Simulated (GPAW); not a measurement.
# TiO2 (I4_1/amd): refractive index against wavelength

The refractive index of TiO2 (I4_1/amd) along x below the direct gap (2.48 eV on the mesh) is read from one computed spectrum, n = √(Re ε). x, y and z are the Cartesian axes of the input cell.

Cell: a, b, c = 5.458, 5.458, 5.458 Å (primitive vectors), 6 atoms.

Method: GPAW 26.7.0, PBE, RPA, k-mesh 11×11×11, local fields up to 50 eV, Lorentzian half width 0.12 eV.

Launch of the response step: `OMP_NUM_THREADS=1 python df.py`. The run took 12.1 min, its band step included, on 1 thread of Arm Neoverse V2, on a shared host.

```
wavelength (nm)  photon energy E (eV)       n
           3000                 0.413  2.4711
           2000                 0.620  2.4807
           1550                 0.800       ?
           1310                 0.946  2.5046
           1064                 1.165  2.5278
            850                 1.459  2.5699
            700                 1.771  2.6340
```

In the single-oscillator model n² − 1 = E₀E_d/(E₀² − E²), so 1/(n² − 1) = E₀/E_d − E²/(E₀E_d) is linear in E².

Working, on the rows shown:

| x = E² (eV²) | y = 1/(n² − 1) |
| --- | --- |
| 0.170801 | 0.195835 |
| 0.384302 | 0.194029 |
| 0.895757 | 0.189645 |
| 1.35784 | 0.185537 |
| 2.12762 | 0.178432 |
| 3.13716 | 0.168408 |

Means: x̄ = 1.3456, ȳ = 0.18531. Σ(x − x̄)(y − ȳ) = -0.05835, Σ(x − x̄)² = 6.328. Slope = -0.05835 / 6.328 = -0.009221; intercept = ȳ − slope · x̄ = 0.19772. Turned back into n, the line misses the rows shown by at most 0.0026.

Fill in the last column of the withheld row.

At x = 0.63984 the line gives y = 0.19182, that is 2.4926. The run gave 2.4925, so the interpolation is off by 0.00012, 0.1 % of the range in the table.

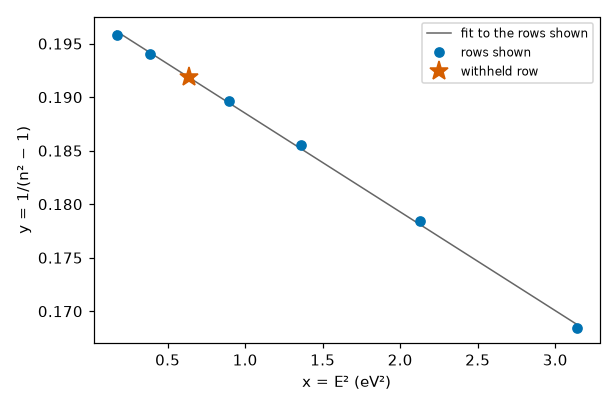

Refitted with all rows, the slope is -0.009223 and the intercept 0.19773. These give E₀ = √(intercept/−slope) = 4.63 eV and E_d = E₀/intercept = 23.4 eV; E₀ is 1.9 times the direct gap. The electronic limit at long wavelengths, without lattice vibrations, is n = √(1 + 1/intercept) = 2.461. Excitons are left out; PBE gaps are as a rule too small. The values come from a sum over the points of one k-mesh and carry its error, which grows as the direct gap shrinks. This version of GPAW has incomplete matrix elements in the optical limit, which can lower ε − 1 by up to a tenth where first-row anions or d states rule.

[Logs are printed without paths, hosts, clocks, repeated set-up lines and the standing remarks that a program may print on its own settings, such as how far it seeks lower states.]
